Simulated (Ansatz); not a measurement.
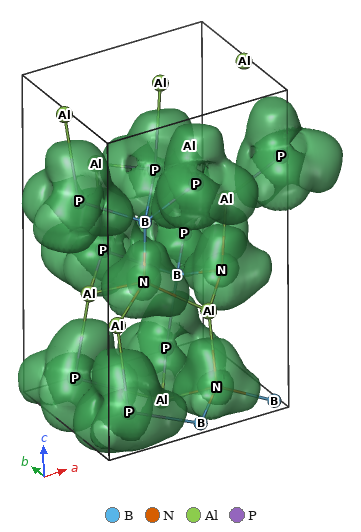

Figure 1: Al8B4P9N3. Isosurface of the electron localisation function at 0.7 (green), seen slightly off an axis. Core shells and regions of very low density are left out. Sticks mark near contacts.

Space group P1; a generated structure, not necessarily the stable one.

These are results of DFT PBEsol, scalar-relativistic, plane waves, PAW (Ansatz 0.2.0), not measurements.

In a PAW calculation such maps are meaningful between the atoms, not at the nuclei.

### What do the ELF domains correspond to?

The surface consists of three regions on N in which the atom's valence shell and bonds are merged and nine regions on P in which the atom's valence shell and bonds are merged, counted in one cell of 24 atoms. Regions shared between cells count once. Along the contacts the grid gives the following. B–N (1.60 Å): the ELF peaks at about 0.90 between the atoms (a polar covalent bond). Al–N (1.94 Å): the ELF peaks at about 0.90 between the atoms (a polar covalent bond).
